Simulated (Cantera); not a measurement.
Feed: 1 mol SiC, 0.035 mol N2O, 2.9 mol H2, equilibrated at 1.95 Torr.

Method: chemical equilibrium by Gibbs-energy minimisation in Cantera with the NASA 1993 tables (ideal gas, pure condensed phases). Candidate condensed phases: C, C6H6, C7H8, C8H18, H2O, Si, SiC, SiO2, Si2N2O, Si3N4; 151 gas species. Mutual solubility and eutectic melting of coexisting phases are not modelled. Gases not in the tables: Si2H6 and higher silanes. Rates play no part.

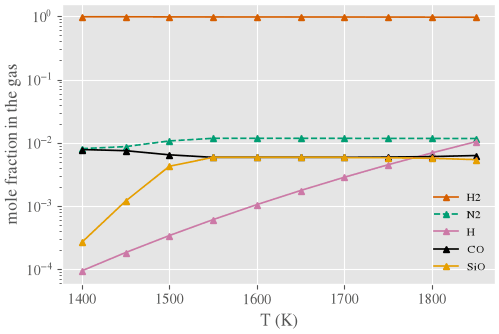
Figure. Equilibrium gas composition (values under 1e-9 drawn at 1e-9)

Read off the mole fractions at 1800 K.

H2 about 0.97, N2 about 0.012, H about 0.0069, CO about 0.0061, SiO about 0.0057.
